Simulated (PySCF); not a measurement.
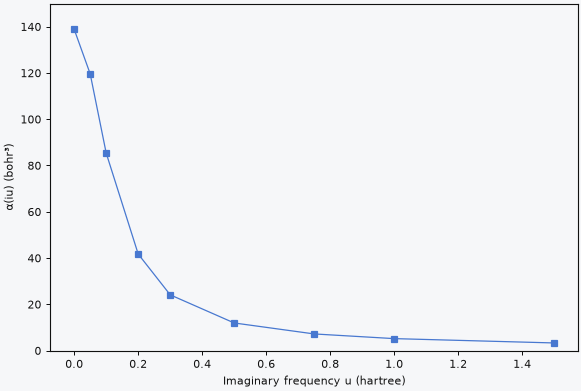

Dipole polarisability at imaginary frequency of an atom or ion with 70 electrons in the configuration [Xe] 4f¹⁴ 6s². Coupled response at the PBE level; PySCF, ANO-RCC-VTZP, spin-free X2C-1e, unrestricted single determinants, no spin-orbit coupling.

Q: Which species is it, and what does the curve give?

A: The Yb atom. The static dipole polarisability is 139 bohr³ (the recommended value is 139); α(iu) falls to half of it near u = 0.13 hartree. The Casimir–Polder integral gives C₆ = 1900 hartree bohr⁶ for two such species.

Limits of the model: basis without added diffuse functions.
